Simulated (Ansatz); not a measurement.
Three curves of one kind of scan: energy against volume (even scaling of the relaxed cell, symmetry kept). These are r2SCAN (plane waves to 500 eV, PAW, scalar-relativistic; Ansatz, an electronic-structure program) values and carry that method's errors. Each is measured from its own zero (the relaxed starting cell). 

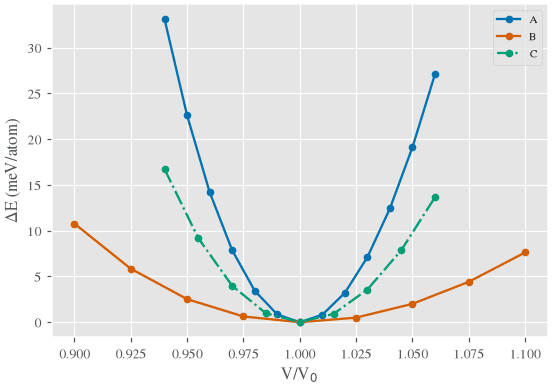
*Curves A, B and C.*

Match the curves to these crystals:
- TiC (rock salt), a = 4.328 Å, b = 4.328 Å, c = 4.328 Å, α = 90.00°, β = 90.00°, γ = 90.00°
- Na (bcc, W type), a = b = c = 4.2220 Å, α = β = γ = 90.00°
- BeTe (zinc blende), a = b = c = 5.657 Å, α = β = γ = 90.00°

A is TiC; B is Na; C is BeTe.

All were relaxed with their symmetry unable to fall. Spin-orbit coupling is left out. TiC is run without spin polarisation.

(A scan under strain: stresses follow from slopes of the energy per volume, elastic moduli from its curvatures.)
